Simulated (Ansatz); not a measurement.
# What Ta2NO2 monolayer distorts into

Aim: this structure of Ta2NO2 monolayer is to be tested for unstable modes, and one is followed downhill.

Method: DFT PBEsol, scalar-relativistic, plane waves, PAW; PAW set soft_1, in Ansatz 0.2.0.

## (1) The structure

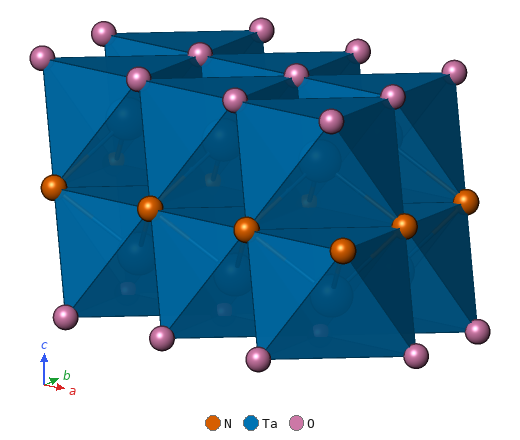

The starting structure, seen slightly off an axis (nitrogen orange, tantalum blue, oxygen pink). 3×2×1 cells are drawn. Some periodic images of atoms are drawn too.

The cell holds 5 atoms: 1 N, 2 Ta and 2 O. Cell: a = 3.101 Å, b = 3.101 Å, c = 32.600 Å, α = 90.0°, β = 90.0°, γ = 120.0°. Vacuum lies along c.

## (2) Phonons on a q mesh

The cell comes from relaxations at this level that are not shown. Stability and thermal properties need the whole zone. Linear response on a 4×4×1 q mesh gives force constants as far as a supercell of that size would.

Input file input.yaml:

```yaml
crystal:
  lattice:
    - [3.1012477371, 0.0, 0.0]
    - [-1.5506238685, 2.6857593238, 0.0]
    - [0.0, 0.0, 32.6]
  atoms:
    - { symbol: "N", position: [0.0, 0.0, 0.3067484663] }
    - { symbol: Ta, position: [0.3333333333, 0.6666666667, 0.3430484821] }
    - { symbol: Ta, position: [0.6666666667, 0.3333333333, 0.2704484504] }
    - { symbol: O, position: [0.6666666667, 0.3333333333, 0.3761112037] }
    - { symbol: O, position: [0.3333333333, 0.6666666667, 0.2373857288] }
  periodic: [true, true, false]
kpoints:
  mp_grid: { grid: [20, 20, 1] }
hamiltonian:
  xc: pbesol
  pseudopotentials: { kind: paw, azcp: { folder: soft_1 }, xc_functional: pbe }
scf:
  occupations: { method: methfessel_paxton, width: 0.2 }
output:
  eigenvalues: true
phonons:
  method: dfpt
  qmesh: [4, 4, 1]
  temperatures: { t_max: 1000, t_step: 50 }
  qpath:
    path:
      - [0.0, 0.0, 0.0]
      - [0.5, 0.0, 0.0]
      - [0.33333333, 0.33333333, 0.0]
      - [0.0, 0.0, 0.0]
    npoints: 10
```

On the command line:

```bash
$ ansatz run input.yaml --threads 4 --pin off --max-ram 16384MiB --backend cpu --events-out ev --progress --plain --runs-dir out
```

Numbers of over 12 decimals in the logs are rounded to 6 here.

What it wrote:

```text
Warning: crystal.symmetry: narrowed to the stabiliser of the run's FFT grids — unitary ops 12 → 6. A phonons.method: dfpt run fills in the rows of the dynamical matrix that it does not solve by its symmetry operations, which is exact only for operations that map its FFT grids onto themselves: filled in by any other, the frequencies could depend on the order in which like atoms are typed, or, by more than the grids' own error, on where the crystal sits among the grids' points. Excluded: 6 operations. The run can therefore solve more perturbations, solve them on more k-points, or both, and cost more. [rest of the remark cut]
Engine: ansatz 0.2.0, aarch64-unknown-linux-gnu
Pseudopotentials: kind: paw
Pseudopotential: N, paw, valence charge 5, recommended cutoff 420 eV (normal), soft_1/N.paw.azcp
Pseudopotential: Ta, paw, valence charge 13, recommended cutoff 420 eV (normal), soft_1/Ta.paw.azcp
Pseudopotential: O, paw, valence charge 6, recommended cutoff 420 eV (normal), soft_1/O.paw.azcp
Functional definition: PBEsol
  exchange = pbesol_x
  correlation = pbesol_c
Crystal: 5 atoms, lattice volume = 271.532 Å³
Basis set: ecut = 420 eV, 5281 PW (Γ), exchange–correlation on 48×48×450 points (8 copies of the dense FFT grid, shifted against one another)
Bands: 27, of which v1, the nominal top of the filled ones, is band 22 counted from 1 (21 counted from 0)
Symmetry: 12 space group operations
k-points: 44 of 400 (irreducible under 6 space group operations, time reversal used)
Non-local potential: N, projectors of the file, l = 0: 2, l = 1: 2, l = 2: 1
Non-local potential: Ta, projectors of the file, l = 0: 3, l = 1: 2, l = 2: 2, l = 3: 1
Non-local potential: O, projectors of the file, l = 0: 2, l = 1: 2, l = 2: 1
PAW form: soft (Blöchl's): semilocal exchange-correlation on the pseudo side does not see the compensation charge
PAW frozen core: N, regenerated for the run's functional, and the local potential with it (the file was generated under x = pbe(κ = 0.804, μ = 0.219515), c = pbe(β = 0.066725))
PAW frozen core: Ta, regenerated for the run's functional, and the local potential with it (the file was generated under x = pbe(κ = 0.804, μ = 0.219515), c = pbe(β = 0.066725))
PAW frozen core: O, regenerated for the run's functional, and the local potential with it (the file was generated under x = pbe(κ = 0.804, μ = 0.219515), c = pbe(β = 0.066725))
PAW one-centre angular grid: N, 110 points (default); XC on 64 Gauss nodes
PAW one-centre angular grid: Ta, 590 points (default); XC on 64 Gauss nodes
PAW one-centre angular grid: O, 110 points (default); XC on 64 Gauss nodes
Initial density: superposition of atomic densities (neutral atoms: chi_scale 0, normalization atom)
Initial wavefunctions: pseudopotential atomic-orbital guess
Functional: x = pbesol(κ = 0.804, μ = 0.123457), c = pbesol(β = 0.046)
SCF iter   1: F=—  HF=-21123.997117 eV  |F-HF|=—  |Δ(HF+E_count)|=         —  Δρ=7.27e-2  dr2=1.63e1  ethr=3.10e-3  ⟨swp⟩=12.1  Hψ=9071  notcnv=0
preconditioner: auto → LDOS  [insulator: Δε(μ)=0.144 eV  Ē_g=12.535 eV  σ=0.200 eV  W_gap=0.50  n_scr=20 (ndim 8)  ℏωp=11.7 eV  f_vac=0.763  D(μ)=1.17/eV (n_scr^D=8)  ε∞_Penn≈1.9  β→1.0]
SCF iter   2: F=—  HF=-21123.656017 eV  |F-HF|=—  |Δ(HF+E_count)|=   3.41e-1  S|Δr|=    0.00e0  Δρ=9.07e-2  dr2=1.88e1  ethr=3.10e-3  ⟨swp⟩=6.6  Hψ=4935  notcnv=0  defer=30
SCF iter   3: F=—  HF=-21119.574164 eV  |F-HF|=—  |Δ(HF+E_count)|=    4.08e0  S|Δr|=    0.00e0  Δρ=7.45e-3  dr2=8.33e-2  ethr=3.10e-3  ⟨swp⟩=5.8  Hψ=4221  notcnv=0  defer=10
SCF iter   4: F=—  HF=-21119.572317 eV  |F-HF|=—  |Δ(HF+E_count)|=   1.85e-3  S|Δr|=    0.00e0  Δρ=2.61e-3  dr2=2.95e-2  ethr=1.94e-4  ⟨swp⟩=3.2  Hψ=3025  notcnv=0  defer=10
SCF iter   5: F=—  HF=-21119.567145 eV  |F-HF|=—  |Δ(HF+E_count)|=   5.17e-3  S|Δr|=    0.00e0  Δρ=9.35e-4  dr2=2.97e-3  ethr=6.85e-5  ⟨swp⟩=2.9  Hψ=2105  notcnv=0  defer=10
SCF iter   6: F=—  HF=-21119.566782 eV  |F-HF|=—  |Δ(HF+E_count)|=   3.63e-4  S|Δr|=    0.00e0  Δρ=2.62e-4  dr2=2.16e-4  ethr=6.90e-6  ⟨swp⟩=3.7  Hψ=2635  notcnv=0  defer=10
SCF iter   7: F=—  HF=-21119.566747 eV  |F-HF|=—  |Δ(HF+E_count)|=   3.51e-5  S|Δr|=    0.00e0  Δρ=6.79e-5  dr2=1.61e-5  ethr=5.03e-7  ⟨swp⟩=3.3  Hψ=2417  notcnv=0  defer=10
SCF iter   8: F=—  HF=-21119.566746 eV  |F-HF|=—  |Δ(HF+E_count)|=   1.08e-6  S|Δr|=    0.00e0  Δρ=1.13e-5  dr2=2.85e-7  ethr=3.75e-8  ⟨swp⟩=3.5  Hψ=2718  notcnv=0  defer=10
SCF iter   9: F=—  HF=-21119.566743 eV  |F-HF|=—  |Δ(HF+E_count)|=   3.20e-6  S|Δr|=    0.00e0  Δρ=2.21e-6  dr2=5.50e-9  ethr=6.64e-10  ⟨swp⟩=4.0  Hψ=3058  notcnv=0  defer=10
SCF iter  10: F=—  HF=-21119.566743 eV  |F-HF|=—  |Δ(HF+E_count)|=   7.31e-8  S|Δr|=    0.00e0  Δρ=8.14e-7  dr2=1.50e-9  ethr=1.28e-11  ⟨swp⟩=4.0  Hψ=3156  notcnv=0  defer=10
SCF iter  11: F=—  HF=-21119.566743 eV  |F-HF|=—  |Δ(HF+E_count)|=   5.49e-9  S|Δr|=    0.00e0  Δρ=1.58e-7  dr2=4.34e-11  ethr=3.49e-12  ⟨swp⟩=3.3  Hψ=2677  notcnv=0  defer=10
SCF iter  12: F=-21119.566743 eV  HF=-21119.566743 eV  |F-HF|=0.00e0  |Δ(HF+E_count)|=  2.33e-10  S|Δr|=    0.00e0  Δρ=3.33e-8  dr2=4.55e-12  ethr=1.00e-12  ⟨swp⟩=22.0  Hψ=12056  notcnv=0
SCF 1 converged in 12 iterations: F = -21119.566743 eV  dr2 = 4.55e-12
  greatest PAW one-centre occupation: 0.999 electrons in one spin orbital (limit 2), on the Ta atom at site 2 (counted from 0), in its partial waves of l = 0
phonons: the bands overlap, so this run is a metal and interpolates without the dipole-dipole term. If the crystal is really an insulator or semiconductor, its LO-TO splitting is missing
NSCF: frozen V_eff on 44 k-points
WARN: eigensolver did not converge (k=1): 1 band(s) unlocked after 2 eigensolves, warm-restarted (20 sweeps on the last) at ethr=1.76e-12 eV (storage-precision floor; scheduled 1.00e-12 eV) (lowest unlocked band 26, counted from 0; max residual 4.59e-5 eV among the unlocked bands, 4.59e-5 eV over every band; other slots of this pass that fall short are told together in one closing line; warning suppressed until the next SCF loop or pass starts)
WARN: eigensolver did not converge in 5 slots of this pass, the one above among them; of largest residual over every band (k=1): 1 band(s) unlocked (lowest unlocked band 26, counted from 0; max residual 4.59e-5 eV among the unlocked bands, 4.59e-5 eV over every band); of lowest unlocked band (k=1): band 26
NSCF: frozen V_eff on 111 k-points
DFPT response loops at q = (0, 0, 0) (fractional): preconditioner auto → none (partly filled bands, converged f_vac=0.775); β = 0.50; Broyden in place of MSR1
NSCF: frozen V_eff on 420 k-points
DFPT response loops at q = (0, 0.25, 0) (fractional): mixed as the last ones told, above
NSCF: frozen V_eff on 222 k-points
DFPT response loops at q = (0, -0.5, 0) (fractional): mixed as the last ones told, above
NSCF: frozen V_eff on 800 k-points
DFPT response loops at q = (0.25, 0.25, 0) (fractional): mixed as the last ones told, above
SCF converged after 12 iterations
Stability not checked: this state was not tested for a lower state beside it, because cold or Methfessel-Paxton smearing, or corrected tetrahedra, fill the levels in a way that the test cannot read (fill_not_monotonic; see scf.lower_state_search)
Free energy (F): -21119.566743 eV
Harris-Foulkes:  -21119.566743 eV  (|F-HF|=0.00e0)
Internal energy: -21119.566402 eV  (E = F + TS)
E sigma→0 (E₀):  -21119.566658 eV
Entropy (-TS):   -0.000341 eV (-0.068 meV/atom)
Fermi energy:    -5.332390 eV
--- Per-component energies (eV) ---
  E_band       = -1166.467625
  E_kinetic    = 1253.615050
  E_local      = -129024.879123  (includes V_loc(G=0)·N_el)
  E_nonlocal   = 123.990156
  E_hartree    = 63761.010109
  E_xc         = -839.079969
  E_vxc        = -724.882419  (∫ρ·V_xc dr)
  E_paw        = -16799.730742  (= ΣΔE_a)
  E_vpaw       = -316.333712  (= ΣTr[D̂ρ^β])
  E_aug_tail   = 0.002495  (compensation charges beyond the density's cutoff)
  E_ewald      = 60404.979521
  E_core_change = 0.526100  (= ΣΔE_core)
  E_smearing   = -0.000341  (= −TS)
  E_closure    = -0.000000  (closes the sum)
  Σ components = -21119.566743   (vs F -21119.566743, Δ=0.00e0)
--- Band table (eV; the first three rows and the last of 44) ---
  k-point 0: bands = [... 18 lower, -9.1647, -9.1647, -6.5732, -6.5732, -5.6623, -3.8456, -3.8456, -3.2745, ... 1 higher]
  k-point 1: bands = [... 18 lower, -9.2721, -9.2604, -6.5416, -6.4531, -5.6701, -3.8146, -3.8005, -3.2532, ... 1 higher]
  k-point 2: bands = [... 18 lower, -9.4870, -9.1118, -6.5934, -6.1535, -5.5881, -3.7099, -3.6913, -3.1953, ... 1 higher]
  k-point 43: bands = [... 18 lower, -10.2958, -10.0837, -5.5526, -5.0199, -4.9940, -2.8113, -2.5550, -2.5429, ... 1 higher]
--- Phonons (Γ-DFPT): 10 representative perturbations + reference (Σ response iterations 48) ---
  ASR residual: 3.106e-5 → 0.000e0 eV/Å²; symmetrization residual: 1.141e-5 eV/Å²
  The last average, over the group as it would stand without the narrowing to the FFT grids, took up to 8.569e-7 eV/Å² of the zone centre's force constants
  ASR residual per site (eV/Å²): 3.11e-5 1.07e-5 1.24e-5 1.14e-5 1.25e-5
  Γ frequencies (cm⁻¹): 0.00 0.00 0.00 115.88 115.88 200.45 383.73 383.73 395.53 395.53 557.38 565.05 601.12 639.52 639.52
--- Phonons (arbitrary-q DFPT): 4 irreducible q on the 4×4×1 mesh ---
  q = [0.0000, 0.0000, 0.0000] (star 1, of the zone-centre solve; hermiticity 6.78e-7, symmetrization 3.78e-11, taken by the last average 2.54e-8): 0.00 0.00 0.00 115.88 115.88 200.45 383.73 383.73 395.53 395.53 557.38 565.05 601.12 639.52 639.52
  q = [0.0000, 0.2500, 0.0000] (star 6, 15 solved perturbations on 210 of 400 k-point pairs; hermiticity 6.35e-7, symmetrization 1.95e-10, taken by the last average 9.35e-8): 75.48 76.09 109.49 110.52 143.11 169.38 369.55 388.39 409.48 423.21 518.36 524.92 597.13 621.44 638.77
  q = [0.0000, -0.5000, 0.0000] (star 3, 15 solved perturbations on 111 of 400 k-point pairs; hermiticity 1.24e-6, symmetrization 1.95e-10, taken by the last average 1.71e-7): -83.61 -66.09 11.76 45.53 122.11 125.28 390.57 406.69 418.77 426.29 489.44 492.40 580.75 610.23 613.35
  q = [0.2500, 0.2500, 0.0000] (star 6, 10 solved perturbations in 3050 linear systems a pass and spin channel, the states on 400 of 400 k-point pairs; hermiticity 5.94e-7, symmetrization 1.00e-10, taken by the last average 1.11e-7): -156.49 -17.43 56.66 97.12 122.71 152.25 378.04 407.31 416.22 424.33 488.81 490.48 573.38 611.99 633.78
  sum rule: each row above includes the acoustic sum rule's correction from the zone centre's row sums; it moved no ω² by more than (0.78 cm⁻¹)²
  mesh force constants: q→R imaginary residual 6.53e-18; ASR residual 3.106e-5 → 0.000e0 eV/Å²; symmetrization residual 1.776e-14 eV/Å²
  interpolated dispersion: 31 rows × 15 modes
  density of states and harmonic sums: on the 24×24×1 q-mesh, interpolated from the force constants of a 4×4×1 supercell (no non-analytic term)
  largest difference from the sums on the solved wave vectors: F 1.73e-2 eV, S 2.01e-5 and C_V 2.81e-6 eV/K
  zero-point energy: 0.307287 eV/cell   skipped modes (ω ≤ 0): 84, of them read as no rigid motion or as one in doubt: 81 (1.340e0 modes/cell left out, lowest -158.90 cm⁻¹)   left out of the sums: 8.97e-2 of the cell's modes: C_V's classical limit lies that fraction below 3 k_B per atom; for a crystal, a wire or a layer, F and S can be off by more, and a phonons.interpolated_qmesh denser along its periods is the remedy for the sampling
```

Run time: 31 min. Hardware: 4 threads of Arm Neoverse V2, shared host; peak memory 5.6 GiB; 2.1 h of CPU time.

This step gave:

| Item | Value |
| --- | --- |
| gap on the k-mesh | 0 eV |
| sum-rule residual before enforcement | 3.11e-5 eV/Å² |
| lowest frequency on the path | -160.6 cm⁻¹ |
| point group | -3m |
| highest frequency on the path or at a solved wavevector | 650.2 cm⁻¹ |
| area per atom | 1.666 Å² |
| highest optical mode at the zone centre (no LO-TO term) | 639.5 cm⁻¹ |
| lowest optical zone-centre mode | 115.9 cm⁻¹ |
| lowest mode on the q mesh (acoustic modes at Γ apart) | -156.5 cm⁻¹ |

Frequencies (cm⁻¹) solved at each irreducible wavevector; negative means imaginary. Frequencies by wavevector, by row:

```csv
q in reciprocal lattice units,star,mode 1,mode 2,mode 3,mode 4,mode 13,mode 14,mode 15
0 0 0,1,0,0,0,115.9,601.1,639.5,639.5
0 0.25 0,6,75.5,76.1,109.5,110.5,597.1,621.4,638.8
0 -0.5 0,3,-83.6,-66.1,11.8,45.5,580.8,610.2,613.4
0.25 0.25 0,6,-156.5,-17.4,56.7,97.1,573.4,612,633.8
```

Interpolated from a 4×4×1 q mesh. The phonon branches at the labelled points (cm⁻¹):

```csv
point,branch 1,branch 2,branch 3,branch 4,branch 12,branch 13,branch 14,branch 15
Γ,0,0,0,116,565,601,640,640
M,-84,-66,12,46,492,581,610,613
K,-54,-54,59,83,481,591,591,618
Γ,0,0,0,116,565,601,640,640
```

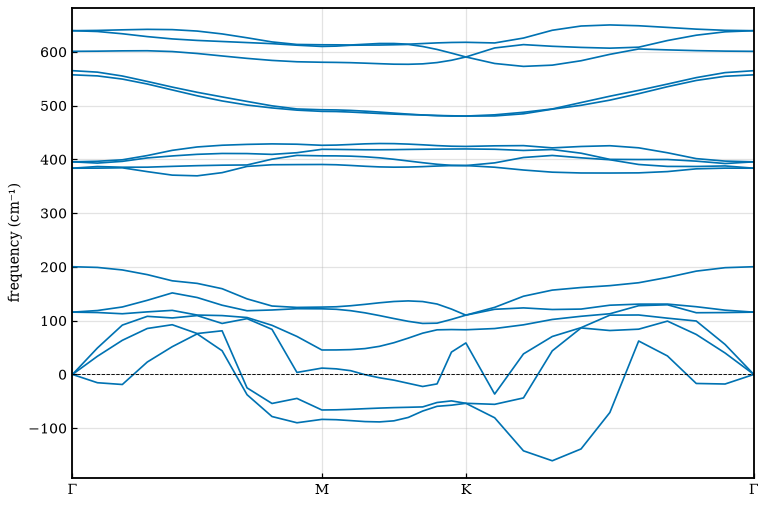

Phonon branches along the path.

Symmetry leaves 4 wavevectors to solve. The lowest mode among them, the acoustic zeros apart, lies at q = (0.25, 0.25, 0) and is imaginary, 156.5i cm⁻¹, so the energy falls along it. Between them the interpolated path dips to 161i cm⁻¹.

## (3) The mode frozen in, largest atomic shift 0 Å

The mode followed lies at q = (0, -0.5, 0) with frequency 66.1i cm⁻¹, one of the unstable modes though not the softest. At small amplitude the distorted cell has space group no. 11 by a symmetry search on the positions. The undistorted cell that holds it gives the zero of energy on the same k mesh.

System of this step: Ta2NO2 monolayer. The cell holds 10 atoms: 2 N, 4 Ta and 4 O. Its edges and angles: a = 3.101 Å, b = 5.372 Å, c = 32.600 Å, α = 90.0°, β = 90.0°, γ = 90.0°. It derives from Ta2NO2. Vacuum lies along c.

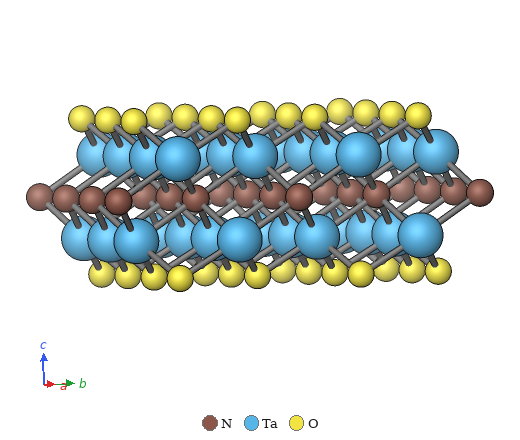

The cell of this step (nitrogen brown, tantalum blue, oxygen yellow). 3×2×1 cells are drawn. Some periodic images of atoms are drawn too.

Input file input.yaml:

```yaml
crystal:
  lattice:
    - [3.1012477371, 0.0, 0.0]
    - [0.0, 5.3715186475, 0.0]
    - [0.0, 0.0, 32.6]
  atoms:
    - { symbol: "N", position: [0.5, 0.5, 0.3067484663] }
    - { symbol: "N", position: [0.0, 0.0, 0.3067484663] }
    - { symbol: Ta, position: [0.0, 0.3333333333, 0.3430484821] }
    - { symbol: Ta, position: [0.5, 0.8333333333, 0.3430484821] }
    - { symbol: Ta, position: [0.5, 0.1666666667, 0.2704484504] }
    - { symbol: Ta, position: [1.0, 0.6666666667, 0.2704484504] }
    - { symbol: O, position: [0.5, 0.1666666667, 0.3761112037] }
    - { symbol: O, position: [1.0, 0.6666666667, 0.3761112037] }
    - { symbol: O, position: [0.0, 0.3333333333, 0.2373857288] }
    - { symbol: O, position: [0.5, 0.8333333333, 0.2373857288] }
  periodic: [true, true, false]
kpoints:
  mp_grid: { grid: [12, 8, 1] }
hamiltonian:
  xc: pbesol
  pseudopotentials: { kind: paw, azcp: { folder: soft_1 }, xc_functional: pbe }
scf:
  occupations: { method: methfessel_paxton, width: 0.2 }
output:
  forces: true
  stress: true
  eigenvalues: true
```

What it wrote:

```text
[...]
Crystal: 10 atoms, lattice volume = 543.064 Å³
Basis set: ecut = 420 eV, 10623 PW (Γ), exchange–correlation on 48×72×450 points (8 copies of the dense FFT grid, shifted against one another)
Bands: 53, of which v1, the nominal top of the filled ones, is band 43 counted from 1 (42 counted from 0)
Symmetry: 8 space group operations
[...]
k-points: 35 of 96
[...]
k-point 0: bands = [... 39 lower, -9.1647, -7.6081, -6.5755, -6.5734, -5.6638, -4.1152, -3.8479, -3.8462, ... 6 higher]
  k-point 1: bands = [... 39 lower, -9.2336, -7.5960, -6.5412, -6.3910, -5.6652, -4.0786, -3.7969, -3.7794, ... 6 higher]
  k-point 2: bands = [... 39 lower, -9.0579, -7.5379, -6.6842, -5.9696, -5.4889, -4.0477, -3.8850, -3.8337, ... 6 higher]
  k-point 34: bands = [... 39 lower, -9.5190, -7.6063, -7.6063, -4.1133, -4.1133, -3.3990, -3.3990, -3.2743, ... 6 higher]
[key lines of the parts left out:]
SCF converged after 9 iterations
Free energy (F): -42239.130786 eV
Fermi energy:    -5.289321 eV
P = ½ c Tr σ = 0.0124 N/m
```

The job ended after 23 s (4 threads; peak memory 1.5 GiB).

Numbers from this step:

```
energy from the undistorted cell : 0 meV/atom
```

## (4) The mode frozen in, largest atomic shift 0.08 Å

The atoms are moved along the unstable eigenvector, the largest shift by 0.08 Å, with the cell fixed.

input.yaml, the sections that differ from step 3:

```yaml
crystal:
  lattice:
    - [3.1012477371, 0.0, 0.0]
    - [0.0, 5.3715186475, 0.0]
    - [0.0, 0.0, 32.6]
  atoms:
    - { symbol: "N", position: [0.5, 0.5145202693, 0.3072943062] }
    - { symbol: "N", position: [0.0, -0.0145202693, 0.3062026264] }
    - { symbol: Ta, position: [0.0, 0.3258762719, 0.3415383262] }
    - { symbol: Ta, position: [0.5, 0.8407903948, 0.3445586381] }
    - { symbol: Ta, position: [0.5, 0.1741237281, 0.2719586064] }
    - { symbol: Ta, position: [1.0, 0.6592096052, 0.2689382945] }
    - { symbol: O, position: [0.5, 0.1648437498, 0.3769029016] }
    - { symbol: O, position: [1.0, 0.6684895835, 0.3753195059] }
    - { symbol: O, position: [0.0, 0.3351562502, 0.236594031] }
    - { symbol: O, position: [0.5, 0.8315104165, 0.2381774266] }
  periodic: [true, true, false]
# kpoints, hamiltonian, scf, output: as in step 3
```

What it wrote:

```text
[...]
Crystal: 10 atoms, lattice volume = 543.064 Å³
Basis set: ecut = 420 eV, 10623 PW (Γ), exchange–correlation on 48×72×450 points (8 copies of the dense FFT grid, shifted against one another)
Bands: 53, of which v1, the nominal top of the filled ones, is band 43 counted from 1 (42 counted from 0)
Symmetry: 4 space group operations
[...]
k-points: 35 of 96
[...]
k-point 0: bands = [... 39 lower, -9.1221, -7.5746, -6.5085, -6.4734, -5.6092, -4.0263, -3.8415, -3.8141, ... 6 higher]
  k-point 1: bands = [... 39 lower, -9.2089, -7.5646, -6.4650, -6.3051, -5.6230, -4.0032, -3.8056, -3.7373, ... 6 higher]
  k-point 2: bands = [... 39 lower, -9.0258, -7.5173, -6.5748, -5.9088, -5.4843, -3.9656, -3.8515, -3.8362, ... 6 higher]
  k-point 34: bands = [... 39 lower, -9.4941, -7.5711, -7.5711, -4.1473, -4.1473, -3.3626, -3.3626, -3.2091, ... 6 higher]
[key lines of the parts left out:]
SCF converged after 9 iterations
Free energy (F): -42239.148942 eV
Fermi energy:    -5.221272 eV
P = ½ c Tr σ = 0.1913 N/m
```

Run time: 22 s. Hardware: 4 threads; peak memory 1.5 GiB.

Numbers from this step:

```yaml
energy_from_the_undistorted_cell: -1.783 meV/atom
```

The energy, extrapolated to zero smearing, is -1.78 meV/atom against the undistorted cell.

(Part 1 of 3 ends here.)

[Logs are printed without paths, hosts, clocks, repeated set-up lines and the standing remarks that a program may print on its own settings, such as how far it seeks lower states.]

[Hosts, paths, dates, database ids (printed as entryN), source tags and the programs' standing remarks are cut or masked in the printed files.]
